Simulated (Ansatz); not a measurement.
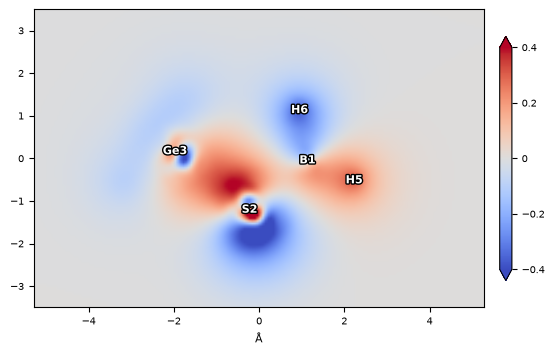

*BClGeH$_{4}$S. The HOMO−1 on the plane of atoms H5, B1 and H6 (values in Å⁻³ᐟ²; the overall sign is arbitrary).*

All numbers below come from Ansatz 0.2.0, RKS BHLYP-D4/def2-SVP.

Input file:

```
crystal:
  periodic: [false, false, false]
  atoms:
    - { symbol: B, position_ang: [-0.3071, 1.612, 0.1314] }
    - { symbol: S, position_ang: [1.2656, 0.772, 0.4695] }
    - { symbol: Ge, position_ang: [0.3474, -1.2185, 0.0475] }
    - { symbol: Cl, position_ang: [-0.0603, -1.3652, -2.0404] }
    - { symbol: H, position_ang: [-0.6081, 2.0031, -0.9959] }
    - { symbol: H, position_ang: [-1.1292, 1.8548, 0.992] }
    - { symbol: H, position_ang: [1.4376, -2.3197, 0.4209] }
    - { symbol: H, position_ang: [-0.8537, -1.3955, 0.9192] }
basis:
  gaussian: { orbitals: def2-SVP }
hamiltonian:
  xc: { name: BHLYP }
  dispersion: d4
relax:
  f_tol: 0.02
  max_steps: 50
output:
  orbitals: {}
```

Run with:

```sh
ansatz run input.yaml --threads 2 --pin off --max-ram 3072MiB --backend cpu --events-out ev --progress --plain --runs-dir out
```

The fields are those of the relaxed geometry.

> Where does this orbital lie, and at what energy?

Its weight (Hirshfeld) is mainly on S2 (about 45 %), Cl4 (about 20 %), Ge3 (about 15 %) and B1 (about 10 %). Its energy is −9.61 eV.
